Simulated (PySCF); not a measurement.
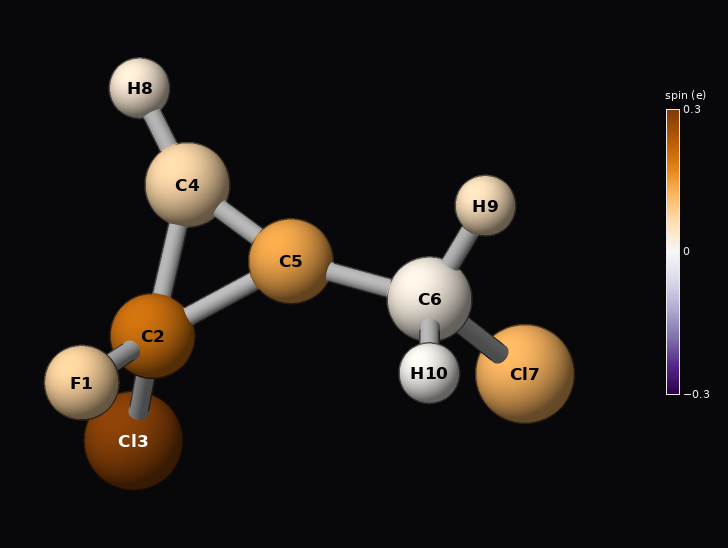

Atoms are coloured by their Mulliken spin populations. State: charge +1, doublet. The geometry was computed by an optimisation with GFN2-xTB. No frequency run is at hand to confirm it as a minimum. Properties computed with UKS B3LYP, pcH-1 on C Cl F H, non-relativistic (PySCF 2.14.0).

Question: Which atom carries the largest spin population?

Answer: Cl3 (0.29 e).

Question: Which atom has the lowest spin population?

Answer: H10 (0.00 e).

Give the Mulliken spin populations atom by atom.

```tsv
atom	value (e)
F1	0.08
C2	0.20
Cl3	0.29
C4	0.07
C5	0.14
C6	0.02
Cl7	0.12
H8	0.03
H9	0.05
H10	0.00
```

The run warned: orbitally degenerate or nearly so: second-order g, spin-orbit hyperfine and D do not apply.

Mulliken values depend strongly on the basis set.
